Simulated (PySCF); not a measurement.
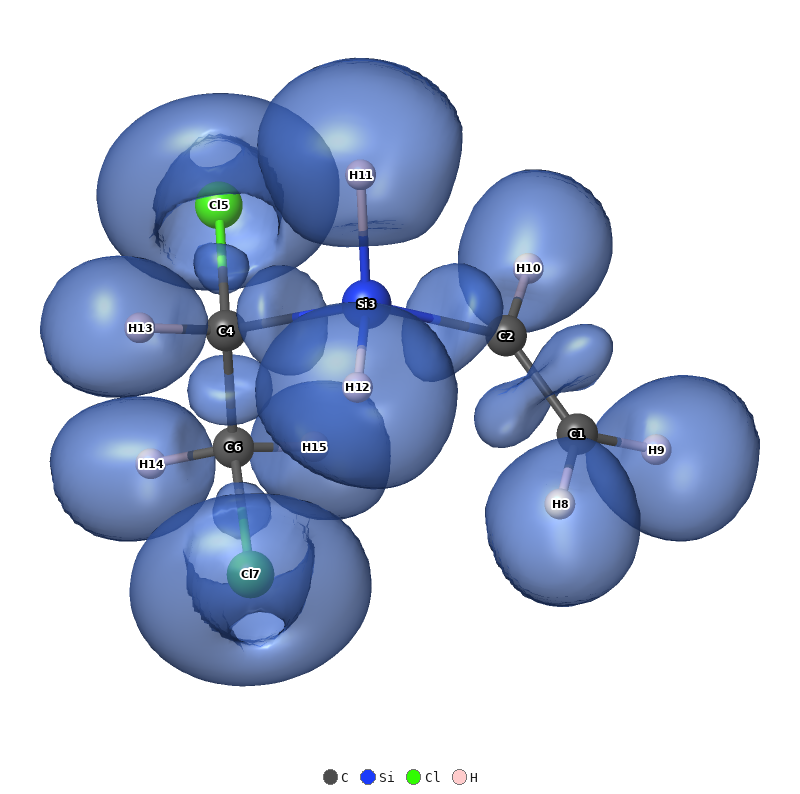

C₄H₈Cl₂Si. Isosurface of the electron localisation function at 0.8 (blue), seen at a tilt. Core shells and regions of very low density are left out.

Geometry: GFN2-xTB.

Level of theory: PBE0/pcSseg-1, SCF density, gas phase, non-relativistic (PySCF 2.14.0).

```xyz
15

C     2.3905    0.1047   -0.3064
C     1.4343    0.5664    0.4858
Si    0.0689   -0.4846    1.2379
C    -1.5453   -0.0194    0.2880
Cl   -2.0427    1.6182    0.8169
C    -1.3752    0.0347   -1.2116
Cl   -0.7809   -1.5383   -1.7802
H     2.4549   -0.9393   -0.5668
H     3.1509    0.7429   -0.7309
H     1.4193    1.6268    0.7133
H    -0.1752   -0.1250    2.6351
H     0.3105   -1.9165    1.0746
H    -2.3742   -0.6791    0.5477
H    -2.3119    0.2378   -1.7341
H    -0.6283    0.7788   -1.4914
```

What do the ELF domains correspond to?

The ELF exceeds this value in two regions between bonded C–C atoms (shared pairs), two regions between bonded C–Cl atoms (shared pairs), two regions between bonded C–Si atoms (shared pairs), eight regions around hydrogen nuclei and two rings or bowls of non-bonding electrons around Cl. Profiles from the grid: C–C (1.32 Å): the ELF peaks at about 0.90 between the atoms: a multiple bond. C–Cl (1.78 Å): the ELF peaks at about 0.90 between the atoms, as expected for a shared electron pair.
